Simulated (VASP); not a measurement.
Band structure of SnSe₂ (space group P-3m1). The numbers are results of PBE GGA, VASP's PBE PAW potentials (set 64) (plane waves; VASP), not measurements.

The path is coarsely sampled, so an indirect gap can come out somewhat too large. Unless said otherwise, spin-orbit coupling is left out, though it shifts the bands of the heavy elements here.

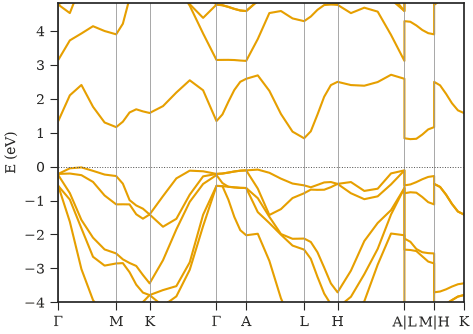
Fig. 1. Bands along high-symmetry lines, zero at the valence-band maximum or, without a gap, the Fermi level

Task: Read the plot: is there a gap, and where are the band edges?

Result: The gap is indirect, 0.81 eV, from the valence maximum at (0.12, 0.00, 0.25) to the conduction minimum at L-M at 0.20.

The structure comes from a computed database's SnSe2 entry; how it stands against other phases isn't given here. The cell was not relaxed at this level.
